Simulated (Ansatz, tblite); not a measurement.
# Sn(NH2)H3 (SnNH₅): charged states by level of theory

What does removing or adding an electron cost or gain for Sn(NH2)H3 (SnNH₅)? Each charged state is run at several levels.

Computed with Ansatz 0.2.0, Gaussian basis. Level: as each input shows.

Levels to be run: charge +1 doublet, at the geometry of the singlet (PBE0-D4/def2-TZVP, PBE-D4/def2-TZVP, r2SCAN-D4/def2-TZVP, CCSD(T)/def2-TZVPP); charge -1 doublet, at the geometry of the singlet (PBE0-D4/def2-TZVPD, PBE-D4/def2-TZVPD, r2SCAN-D4/def2-TZVPD, CCSD(T)/def2-TZVPD); the starting singlet's energies come from earlier runs.

2 further runs of the same task are left out: 2 set aside as unsound or not needed. Runs told in other sessions of the task aren't counted.

## 1. The geometry

The geometry is that of the singlet, from an earlier relaxation (r2SCAN-D4/def2-TZVP).

7 atoms, charge 0, spin multiplicity 1.

Atoms are counted from 1 here; the program's logs count them from 0.

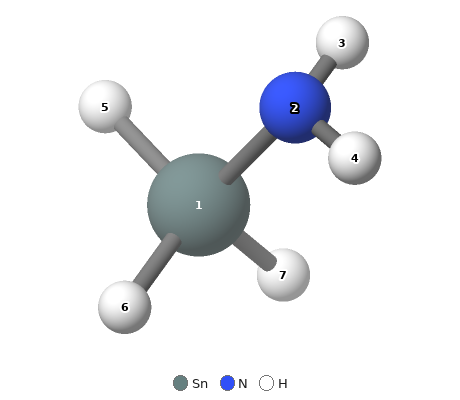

The structure; tin teal, nitrogen blue, hydrogen white; atoms are numbered from 1 in the order of the file.

Sn takes a core potential in the def2 sets. No spin-orbit coupling is included.

## 2. Charge +1 doublet at the fixed geometry, PBE0-D4/def2-TZVP

File in.yaml:

```yaml
crystal:
  periodic: [false, false, false]
  atoms:
    - {symbol: Sn, position_ang: [0.010483, 0.020737, -0.763793]}
    - {symbol: N, position_ang: [0.138409, 0.253356, 1.259891]}
    - {symbol: H, position_ang: [0.651137, -0.505930, 1.696734]}
    - {symbol: H, position_ang: [-0.776510, 0.271338, 1.699122]}
    - {symbol: H, position_ang: [1.619985, 0.003911, -1.322060]}
    - {symbol: H, position_ang: [-0.853301, 1.377453, -1.325724]}
    - {symbol: H, position_ang: [-0.790203, -1.420865, -1.244171]}
basis:
  gaussian: {orbitals: def2-TZVP}
total_charge: 1
magnetization: {spin_polarized: true, initial_magnetization: 1}
hamiltonian: {xc: pbe0, dispersion: d4}
output: {orbitals: {seedname: orbitals}}
```

Started as:

```bash
$ ansatz run in.yaml --threads 4 --pin off --events-out ev --progress --plain --max-ram 3916MiB
```

The program printed:

```text
Functional definition: PBE0
  name "PBE0"
  cite "Adamo & Barone, J. Chem. Phys. 110, 6158 (1999) doi:10.1063/1.478522"
  cite "Perdew, Burke & Ernzerhof, Phys. Rev. Lett. 77, 3865 (1996) doi:10.1103/PhysRevLett.77.3865"
  parent pbe
  parameter a = 0.25
  parameter kappa = 0.804
  parameter beta = 0.06672455060314922
  exchange = (1 - a)*pbe_x(kappa = kappa, mu = beta*pi^2/3) + a*exact_x
  correlation = pbe_c(beta = beta)
836 factors; their error is unknown
mean field evaluation 1: about -7372.7780 eV, gradient 6.6e1 eV
mean field evaluation 2: about -7294.9090 eV, gradient 1.1e2 eV
mean field evaluation 4: about -7391.2133 eV, gradient 9.4e0 eV
mean field evaluation 8: about -7391.8301 eV, gradient 2.7e-1 eV
mean field evaluation 16: about -7391.9033 eV, gradient 2.5e-3 eV
mean field -7391.90325408 eV, -271.6474341753 hartree, gradient 6.1e-5 eV, S^2 0.761771; 0 other end points of the search recorded, 0 dependent functions left out
reference -7391.90328756 eV, -271.6474354058 hartree; 17, 16 occupied and 94, 95 virtual orbitals, 836 factors
Total energy: -7391.96494837 eV, -271.6497013990 hartree
```

Run time: 0.9 s. Hardware: 4 threads of Arm Neoverse V2, shared host.

From the report: HOMO -14.51 eV, LUMO -11.61 eV (over both spins); ⟨S²⟩ 0.762 (pure: 0.75).

## 3. Charge +1 doublet at the fixed geometry, PBE-D4/def2-TZVP

start.molden holds the orbitals of an earlier run on this state, given as this run's starting guess.

Edit in.yaml of step 2 so:

```diff
@@ -11,6 +11,7 @@
 basis:
-  gaussian: {orbitals: def2-TZVP}
+  gaussian: {orbitals: def2-TZVP, initial_orbitals: start.molden}
 total_charge: 1
 magnetization: {spin_polarized: true, initial_magnetization: 1}
-hamiltonian: {xc: pbe0, dispersion: d4}
+hamiltonian: {xc: pbe, dispersion: d4}
+scf: {omitted_lower_state_checks: [starts]}
 output: {orbitals: {seedname: orbitals}}
```

Launched as before.

The program printed:

```text
Functional definition: PBE
  name "PBE"
  cite "Perdew, Burke & Ernzerhof, Phys. Rev. Lett. 77, 3865 (1996) doi:10.1103/PhysRevLett.77.3865"
  parent pbe
  parameter kappa = 0.804
  parameter beta = 0.06672455060314922
  exchange = pbe_x(kappa = kappa, mu = beta*pi^2/3)
  correlation = pbe_c(beta = beta)
these checks for a lower state are left out or cut short: starts
763 factors; their error is unknown
mean field evaluation 1: about -7391.4041 eV, gradient 4.4e0 eV
mean field evaluation 2: about -7391.5336 eV, gradient 5.9e-1 eV
mean field evaluation 4: about -7391.5236 eV, gradient 2.0e-1 eV
mean field evaluation 8: about -7391.5237 eV, gradient 9.0e-6 eV
mean field -7391.52369374 eV, -271.6334855903 hartree, gradient 9.0e-6 eV, S^2 0.757213; 0 other end points of the search recorded, 0 dependent functions left out
reference -7391.52373846 eV, -271.6334872335 hartree; 17, 16 occupied and 94, 95 virtual orbitals, 763 factors
Total energy: -7391.59765038 eV, -271.6362034467 hartree
Checks for a lower state left out: starts
```

Run time: 0.85 s. Hardware: 4 threads of Arm Neoverse V2, shared host.

From the report: HOMO -13.42 eV, LUMO -12.69 eV (over both spins); ⟨S²⟩ 0.757 (pure: 0.75).

## 4. Charge +1 doublet at the fixed geometry, r2SCAN-D4/def2-TZVP

Edit in.yaml of step 3 so:

```diff
@@ -14,3 +14,3 @@
 magnetization: {spin_polarized: true, initial_magnetization: 1}
-hamiltonian: {xc: pbe, dispersion: d4}
+hamiltonian: {xc: r2scan, dispersion: d4}
 scf: {omitted_lower_state_checks: [starts]}
```

The command is unchanged.

The program printed:

```text
Functional definition: r2SCAN
  name "r2SCAN"
  cite "Furness, Kaplan, Ning, Perdew & Sun, J. Phys. Chem. Lett. 11, 8208 (2020) doi:10.1021/acs.jpclett.0c02405"
  cite "Furness, Kaplan, Ning, Perdew & Sun, J. Phys. Chem. Lett. 11, 9248 (2020) doi:10.1021/acs.jpclett.0c03077"
  parent r2scan
  parameter k0 = 0.174
  parameter k1 = 0.065
  parameter a1 = 4.9479
  exchange = r2scan_x(k0 = k0, k1 = k1, a1 = a1)
  correlation = r2scan_c
these checks for a lower state are left out or cut short: starts
763 factors; their error is unknown
mean field evaluation 1: about -7394.9643 eV, gradient 3.2e0 eV
mean field evaluation 2: about -7394.9947 eV, gradient 6.9e-2 eV
mean field evaluation 4: about -7394.9820 eV, gradient 3.0e-3 eV
mean field -7394.98202687 eV, -271.7605769887 hartree, gradient 4.3e-5 eV, S^2 0.764503; 0 other end points of the search recorded, 0 dependent functions left out
reference -7394.98204221 eV, -271.7605775524 hartree; 17, 16 occupied and 94, 95 virtual orbitals, 763 factors
Total energy: -7394.99842592 eV, -271.7611796425 hartree
Checks for a lower state left out: starts
```

Wall time 1.9 s (4 threads of Arm Neoverse V2, shared host).

Report: HOMO -13.63 eV, LUMO -12.31 eV (over both spins); ⟨S²⟩ 0.765 (pure: 0.75).

## 5. Charge +1 doublet at the fixed geometry, CCSD(T)/def2-TZVPP

Edit in.yaml of step 4 so:

```diff
@@ -11,7 +11,7 @@
 basis:
-  gaussian: {orbitals: def2-TZVP, initial_orbitals: start.molden}
+  gaussian: {orbitals: def2-TZVPP, initial_orbitals: start.molden}
 total_charge: 1
 magnetization: {spin_polarized: true, initial_magnetization: 1}
-hamiltonian: {xc: r2scan, dispersion: d4}
-scf: {omitted_lower_state_checks: [starts]}
+correlation: {method: ccsd_t}
+scf: {omitted_lower_state_checks: [starts, cluster_reference]}
 output: {orbitals: {seedname: orbitals}}
```

Launched as before.

The program printed:

```text
Functional definition: HF
  name "HF"
  cite "Fock, Z. Phys. 61, 126 (1930) doi:10.1007/BF01340294"
  parent pbe
  exchange = exact_x
  correlation = 0
these checks for a lower state are left out or cut short: starts, cluster_reference
1034 factors; integrals over basis functions are off by at most 8.7e-4 eV
mean field evaluation 1: about -7357.4341 eV, gradient 1.3e1 eV
mean field evaluation 2: about -7358.2720 eV, gradient 1.4e0 eV
mean field evaluation 4: about -7358.2867 eV, gradient 6.8e-2 eV
mean field evaluation 8: about -7358.2868 eV, gradient 2.4e-6 eV
mean field -7358.28676567 eV, -270.4120510125 hartree, gradient 2.4e-6 eV, S^2 0.763497; 0 other end points of the search recorded, 0 dependent functions left out
5 core orbitals not correlated: weight in the atoms' cores, before any rotation towards them, 1.000 or more for the frozen orbitals, at most 0.000 for the correlated occupied ones
reference -7358.28676567 eV, -270.4120510125 hartree; 12, 11 occupied and 134, 135 virtual orbitals, 1034 factors
second order -13.72549649 eV of doubles, -0.00000000 eV of singles
cycle   1  -14.02545417 eV  change   -3.0e-1 eV  update   8.8e-2
cycle   2  -14.42826911 eV  change   -4.0e-1 eV  update   2.9e-2
cycle   3  -14.49332624 eV  change   -6.5e-2 eV  update   2.1e-2
cycle   4  -14.49490173 eV  change   -1.6e-3 eV  update   1.2e-2
cycle   5  -14.49803243 eV  change   -3.1e-3 eV  update   9.8e-3
cycle   6  -14.50781116 eV  change   -9.8e-3 eV  update   6.0e-3
cycle   7  -14.50914046 eV  change   -1.3e-3 eV  update   2.2e-3
cycle   8  -14.50951448 eV  change   -3.7e-4 eV  update   8.8e-4
cycle   9  -14.50953624 eV  change   -2.2e-5 eV  update   5.0e-4
cycle  10  -14.50925817 eV  change    2.8e-4 eV  update   3.0e-4
cycle  11  -14.50938153 eV  change   -1.2e-4 eV  update   2.0e-4
cycle  12  -14.50940067 eV  change   -1.9e-5 eV  update   9.9e-5
cycle  13  -14.50942789 eV  change   -2.7e-5 eV  update   3.3e-5
cycle  14  -14.50941311 eV  change    1.5e-5 eV  update   1.3e-5
cycle  15  -14.50939957 eV  change    1.4e-5 eV  update   5.5e-6
perturbative correction -0.39590333 eV, -0.0145491791 hartree
Total energy: -7373.19206858 eV, -270.9598107911 hartree
Checks for a lower state left out: starts, cluster_reference
```

It took 45 s on 4 threads of Arm Neoverse V2, shared host; peak memory 2.7 GiB.

Report: Hartree-Fock HOMO -17.25 eV, LUMO -6.28 eV (over both spins); ⟨S²⟩ 0.763 (pure: 0.75); T1 0.023.

## 6. Vertical ionisation energy

Charged state less starting state, singlet to doublet; the starting state's energies are those of its earlier runs.

Differences are taken before rounding.

| method | vertical ionisation energy (eV) | from CCSD(T)/def2-TZVPP (eV) | time |
| --- | --- | --- | --- |
| HF/def2-TZVPP | 8.20 | -1.38 |  |
| PBE-D4/def2-TZVP | 9.37 | -0.21 | 1.4 s |
| r2SCAN-D4/def2-TZVP | 9.36 | -0.23 | 2.9 s |
| PBE0-D4/def2-TZVP | 9.47 | -0.12 | 1.6 s |
| MP2/def2-TZVPP | 9.79 | +0.21 |  |
| CCSD/def2-TZVPP | 9.49 | -0.09 |  |
| CCSD(T)/def2-TZVPP | 9.58 | 0 | 55 s |

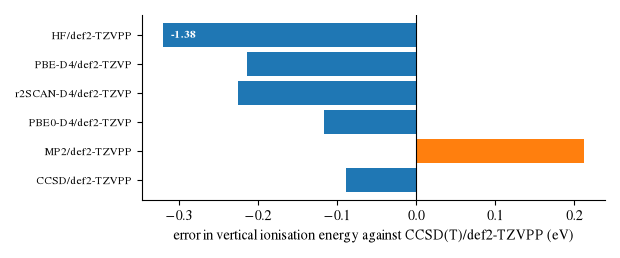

Error of each method against CCSD(T)/def2-TZVPP. Bars with a number in them are cut short.

Times add the two runs; a level without a time comes out of a correlated run.

Beside −ε(HOMO) of the starting state:

```csv
level,−ε(HOMO) (eV),by difference (eV),mismatch (eV)
PBE-D4/def2-TZVP,5.83,9.37,-3.54
r2SCAN-D4/def2-TZVP,6.13,9.36,-3.23
PBE0-D4/def2-TZVP,7.24,9.47,-2.23
```

## 7. Charge -1 doublet at the fixed geometry, PBE0-D4/def2-TZVPD

Edit in.yaml of step 5 so:

```diff
@@ -11,7 +11,6 @@
 basis:
-  gaussian: {orbitals: def2-TZVPP, initial_orbitals: start.molden}
-total_charge: 1
+  gaussian: {orbitals: def2-TZVPD}
+total_charge: -1
 magnetization: {spin_polarized: true, initial_magnetization: 1}
-correlation: {method: ccsd_t}
-scf: {omitted_lower_state_checks: [starts, cluster_reference]}
+hamiltonian: {xc: pbe0, dispersion: d4}
 output: {orbitals: {seedname: orbitals}}
```

Launched as before.

The program printed:

```text
Functional definition: PBE0
  name "PBE0"
  cite "Adamo & Barone, J. Chem. Phys. 110, 6158 (1999) doi:10.1063/1.478522"
  cite "Perdew, Burke & Ernzerhof, Phys. Rev. Lett. 77, 3865 (1996) doi:10.1103/PhysRevLett.77.3865"
  parent pbe
  parameter a = 0.25
  parameter kappa = 0.804
  parameter beta = 0.06672455060314922
  exchange = (1 - a)*pbe_x(kappa = kappa, mu = beta*pi^2/3) + a*exact_x
  correlation = pbe_c(beta = beta)
922 factors; their error is unknown
mean field evaluation 1: about -7398.5709 eV, gradient 2.1e1 eV
mean field evaluation 2: about -7396.1335 eV, gradient 3.2e1 eV
mean field evaluation 4: about -7400.3928 eV, gradient 1.2e0 eV
mean field evaluation 8: about -7400.4781 eV, gradient 2.1e-1 eV
mean field evaluation 16: about -7400.5607 eV, gradient 3.0e-3 eV
mean field evaluation 32: about -7400.5607 eV, gradient 5.6e-6 eV
mean field -7400.56067514 eV, -271.9655885312 hartree, gradient 5.6e-6 eV, S^2 0.750766; 7 other end points of the search recorded, 0 dependent functions left out
reference -7400.56071260 eV, -271.9655899078 hartree; 18, 17 occupied and 120, 121 virtual orbitals, 922 factors
Total energy: -7400.67186716 eV, -271.9696747624 hartree
```

Run time: 3 s. Hardware: 4 threads of Arm Neoverse V2, shared host.

HOMO 1.98 eV, LUMO 3.38 eV (over both spins); ⟨S²⟩ 0.751 (pure: 0.75). Doubts: highest occupied level lies above zero.

## 8. Charge -1 doublet at the fixed geometry, PBE-D4/def2-TZVPD

Edit in.yaml of step 7 so:

```diff
@@ -11,6 +11,7 @@
 basis:
-  gaussian: {orbitals: def2-TZVPD}
+  gaussian: {orbitals: def2-TZVPD, initial_orbitals: start.molden}
 total_charge: -1
 magnetization: {spin_polarized: true, initial_magnetization: 1}
-hamiltonian: {xc: pbe0, dispersion: d4}
+hamiltonian: {xc: pbe, dispersion: d4}
+scf: {omitted_lower_state_checks: [starts]}
 output: {orbitals: {seedname: orbitals}}
```

The command is unchanged.

The program printed:

```text
Functional definition: PBE
  name "PBE"
  cite "Perdew, Burke & Ernzerhof, Phys. Rev. Lett. 77, 3865 (1996) doi:10.1103/PhysRevLett.77.3865"
  parent pbe
  parameter kappa = 0.804
  parameter beta = 0.06672455060314922
  exchange = pbe_x(kappa = kappa, mu = beta*pi^2/3)
  correlation = pbe_c(beta = beta)
these checks for a lower state are left out or cut short: starts
838 factors; their error is unknown
mean field evaluation 1: about -7400.1443 eV, gradient 4.4e0 eV
mean field evaluation 2: about -7400.2154 eV, gradient 7.5e-2 eV
mean field evaluation 4: about -7400.2028 eV, gradient 8.4e-4 eV
mean field evaluation 8: about -7400.2028 eV, gradient 1.5e-5 eV
mean field -7400.20277283 eV, -271.9524358639 hartree, gradient 1.5e-5 eV, S^2 0.750433; 0 other end points of the search recorded, 0 dependent functions left out
reference -7400.20282281 eV, -271.9524377007 hartree; 18, 17 occupied and 120, 121 virtual orbitals, 838 factors
Total energy: -7400.33555894 eV, -271.9573156634 hartree
Checks for a lower state left out: starts
```

Run time: 1.6 s. Hardware: 4 threads of Arm Neoverse V2, shared host.

Report: HOMO 2.32 eV, LUMO 2.81 eV (over both spins); ⟨S²⟩ 0.750 (pure: 0.75). Doubts: highest occupied level lies above zero.

## 9. Charge -1 doublet at the fixed geometry, r2SCAN-D4/def2-TZVPD

Edit in.yaml of step 8 so:

```diff
@@ -14,3 +14,3 @@
 magnetization: {spin_polarized: true, initial_magnetization: 1}
-hamiltonian: {xc: pbe, dispersion: d4}
+hamiltonian: {xc: r2scan, dispersion: d4}
 scf: {omitted_lower_state_checks: [starts]}
```

Same command.

The program printed:

```text
Functional definition: r2SCAN
  name "r2SCAN"
  cite "Furness, Kaplan, Ning, Perdew & Sun, J. Phys. Chem. Lett. 11, 8208 (2020) doi:10.1021/acs.jpclett.0c02405"
  cite "Furness, Kaplan, Ning, Perdew & Sun, J. Phys. Chem. Lett. 11, 9248 (2020) doi:10.1021/acs.jpclett.0c03077"
  parent r2scan
  parameter k0 = 0.174
  parameter k1 = 0.065
  parameter a1 = 4.9479
  exchange = r2scan_x(k0 = k0, k1 = k1, a1 = a1)
  correlation = r2scan_c
these checks for a lower state are left out or cut short: starts
838 factors; their error is unknown
mean field evaluation 1: about -7403.5226 eV, gradient 3.1e0 eV
mean field evaluation 2: about -7403.5535 eV, gradient 5.1e-2 eV
mean field evaluation 4: about -7403.5434 eV, gradient 8.6e-3 eV
mean field evaluation 8: about -7403.5434 eV, gradient 2.1e-5 eV
mean field evaluation 16: about -7403.5434 eV, gradient 2.9e-6 eV
mean field -7403.54341458 eV, -272.0752021837 hartree, gradient 2.9e-6 eV, S^2 0.751821; 0 other end points of the search recorded, 0 dependent functions left out
reference -7403.54344666 eV, -272.0752033629 hartree; 18, 17 occupied and 120, 121 virtual orbitals, 838 factors
Total energy: -7403.57445689 eV, -272.0763429677 hartree
Checks for a lower state left out: starts
```

It took 3.3 s on 4 threads of Arm Neoverse V2, shared host.

HOMO 2.33 eV, LUMO 3.17 eV (over both spins); ⟨S²⟩ 0.752 (pure: 0.75). Doubts: highest occupied level lies above zero.

## 10. Charge -1 doublet at the fixed geometry, CCSD(T)/def2-TZVPD

Edit in.yaml of step 9 so:

```diff
@@ -14,4 +14,4 @@
 magnetization: {spin_polarized: true, initial_magnetization: 1}
-hamiltonian: {xc: r2scan, dispersion: d4}
-scf: {omitted_lower_state_checks: [starts]}
+correlation: {method: ccsd_t}
+scf: {omitted_lower_state_checks: [starts, cluster_reference]}
 output: {orbitals: {seedname: orbitals}}
```

The command is unchanged.

The program printed:

```text
Functional definition: HF
  name "HF"
  cite "Fock, Z. Phys. 61, 126 (1930) doi:10.1007/BF01340294"
  parent pbe
  exchange = exact_x
  correlation = 0
these checks for a lower state are left out or cut short: starts, cluster_reference
1134 factors; integrals over basis functions are off by at most 1.0e-3 eV
mean field evaluation 1: about -7364.4271 eV, gradient 1.1e1 eV
mean field evaluation 2: about -7364.9397 eV, gradient 5.0e-1 eV
mean field evaluation 4: about -7364.9999 eV, gradient 1.4e-1 eV
mean field evaluation 8: about -7365.0006 eV, gradient 2.1e-5 eV
mean field -7365.00058029 eV, -270.6587791489 hartree, gradient 4.8e-6 eV, S^2 0.751860; 0 other end points of the search recorded, 0 dependent functions left out
5 core orbitals not correlated: weight in the atoms' cores, before any rotation towards them, 1.000 or more for the frozen orbitals, at most 0.000 for the correlated occupied ones
reference -7365.00058029 eV, -270.6587791489 hartree; 13, 12 occupied and 120, 121 virtual orbitals, 1134 factors
second order -15.42391082 eV of doubles, -0.00000000 eV of singles
cycle   1  -15.41692900 eV  change    7.0e-3 eV  update   1.1e-1
cycle   2  -15.88384165 eV  change   -4.7e-1 eV  update   3.7e-2
cycle   3  -15.96971923 eV  change   -8.6e-2 eV  update   2.6e-2
cycle   4  -15.95728057 eV  change    1.2e-2 eV  update   1.5e-2
cycle   5  -15.95028906 eV  change    7.0e-3 eV  update   1.2e-2
cycle   6  -15.95544929 eV  change   -5.2e-3 eV  update   9.2e-3
cycle   7  -15.95710334 eV  change   -1.7e-3 eV  update   6.1e-3
cycle   8  -15.95913610 eV  change   -2.0e-3 eV  update   4.2e-3
cycle   9  -15.96128981 eV  change   -2.2e-3 eV  update   2.7e-3
cycle  10  -15.95970520 eV  change    1.6e-3 eV  update   1.3e-3
cycle  11  -15.96048080 eV  change   -7.8e-4 eV  update   7.0e-4
cycle  12  -15.96059150 eV  change   -1.1e-4 eV  update   2.9e-4
cycle  13  -15.96072150 eV  change   -1.3e-4 eV  update   1.2e-4
cycle  14  -15.96080460 eV  change   -8.3e-5 eV  update   5.3e-5
cycle  15  -15.96080044 eV  change    4.2e-6 eV  update   2.1e-5
perturbative correction -0.54170413 eV, -0.0199072595 hartree
Total energy: -7381.50308485 eV, -271.2652350059 hartree
Checks for a lower state left out: starts, cluster_reference
```

Run time: 39 s. Hardware: 4 threads of Arm Neoverse V2, shared host; peak memory 2.2 GiB.

Hartree-Fock HOMO 1.38 eV, LUMO 4.89 eV (over both spins); ⟨S²⟩ 0.752 (pure: 0.75); T1 0.038. Doubts: highest occupied level lies above zero.

## 11. Vertical electron affinity

Starting state less charged state (positive: the electron is bound), singlet to doublet; the starting state's energies are those of its earlier runs.

Differences are taken before rounding.

```csv
method,vertical electron affinity (eV),from CCSD(T)/def2-TZVPD (eV),time
HF/def2-TZVPD,-1.45,-0.50,
PBE-D4/def2-TZVPD,-0.68,+0.27,2.3 s
r2SCAN-D4/def2-TZVPD,-0.82,+0.13,4.6 s
PBE0-D4/def2-TZVPD,-0.80,+0.15,3.8 s
MP2/def2-TZVPD,-1.02,-0.08,
CCSD/def2-TZVPD,-1.00,-0.06,
CCSD(T)/def2-TZVPD,-0.94,0,47 s
```

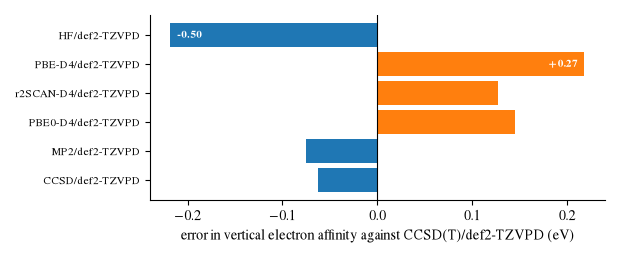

Error of each method against CCSD(T)/def2-TZVPD. Bars with a number in them are cut short.

Times add the two runs; a level without a time comes out of a correlated run.

Beside −ε(LUMO) of the starting state:

```
               level  −ε(LUMO) (eV)  by difference (eV)  mismatch (eV)
   PBE-D4/def2-TZVPD           1.09               -0.68          +1.76
r2SCAN-D4/def2-TZVPD           0.61               -0.82          +1.42
  PBE0-D4/def2-TZVPD           0.37               -0.80          +1.16
```

## 12. Outcome

| quantity | value |
| --- | --- |
| vertical ionisation energy, functionals in def2-TZVP | 9.36 (r2SCAN-D4) to 9.47 eV (PBE0-D4) |
| vertical ionisation energy, CCSD(T)/def2-TZVPP | 9.58 eV |
| vertical electron affinity, functionals in def2-TZVPD | -0.82 (r2SCAN-D4) to -0.68 eV (PBE-D4) |
| vertical electron affinity, CCSD(T)/def2-TZVPD | -0.94 eV |

In words: The vertical ionisation energy spans 9.36 to 9.47 eV over the functionals, beside 9.58 eV from CCSD(T)/def2-TZVPP. −ε(HOMO) misses the level's own difference by -2.23 eV at best (PBE0-D4) and -3.54 eV at worst (PBE-D4). The reference is CCSD(T) in one finite basis, so it carries an error of its own, often a tenth of an eV or more, and near misses can't be ranked. The vertical electron affinity spans -0.82 to -0.68 eV over the functionals, beside -0.94 eV from CCSD(T)/def2-TZVPD. A negative affinity means an unbound electron, held by the basis alone. −ε(LUMO) misses the level's own difference by +1.16 eV at best (PBE0-D4) and +1.76 eV at worst (PBE-D4).
